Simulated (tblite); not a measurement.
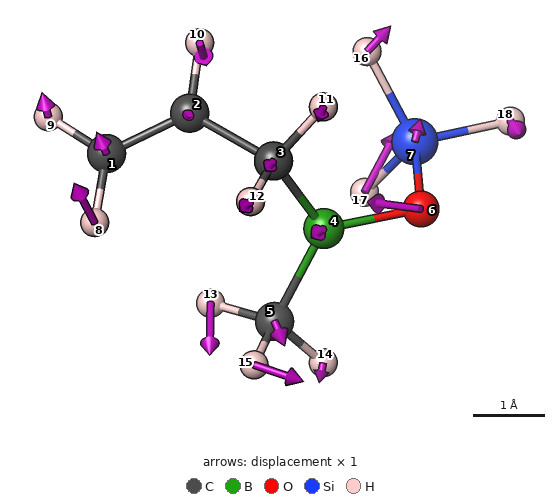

A relaxation of C4H11BOSi. The starting structure is drawn; purple arrows show the displacements, at their true length. The two geometries are superimposed by the best rigid fit.

A ball-and-stick model, seen at a tilt.

The calculation used tblite 0.8.0, GFN2-xTB geometry optimisation, gas phase. 

Question: What did the optimiser do to the structure, and how much energy did it gain?

Answer: The largest move after the best rigid fit is that of O6, 1.11 Å. Largest moves by element: O 1.11 Å, H 1.09 Å, C 0.44 Å, Si 0.36 Å, B 0.34 Å. Among the contacts that change: B4–Si7 2.553 → 2.867 Å, B4–O6 1.465 → 1.323 Å, O6–Si7 1.727 → 1.611 Å, C3–H12 1.118 → 1.090 Å. Among the angles between lasting bonds that change: B4–O6–Si7 106.0° → 155.3°, O6–Si7–H17 110.4° → 104.1°, H17–Si7–H18 109.0° → 114.1°. Groups turn about B4–O6 by about 85°, O6–Si7 by about 70°, C3–B4 by about 35°. The energy falls by 93.5 kJ/mol in 138 geometry steps.
